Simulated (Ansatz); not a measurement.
Take SrTiO$_{3}$ in the cubic perovskite structure (space group Pm-3m, No. 221; a = 3.891 Å) as the base. Axes: x, y, z lie along the cube axes.

Now apply this change: the cell is compressed by 2.40 % along z with no lateral relaxation; the atoms relax in the strained cell.

Calculations: PBEsol (Ansatz, a quantum-chemistry and plane-wave program), scalar-relativistic without spin-orbit coupling.

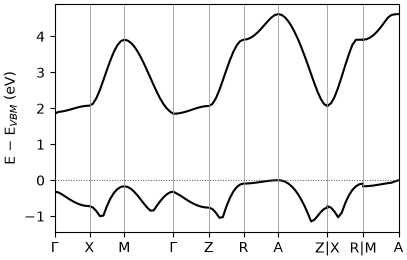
*Highest valence and lowest conduction band along the path of the changed cell's own zone*

The gap is 1.85 eV, indirect, A → Γ; the base has 1.85 eV.

Stability against distortions was not tested. All final runs are without spin polarisation. Many cubic perovskites are stable only at high temperature; tilts and polar distortions were not tested. Labels are those of the standard path for the cell's own space group.
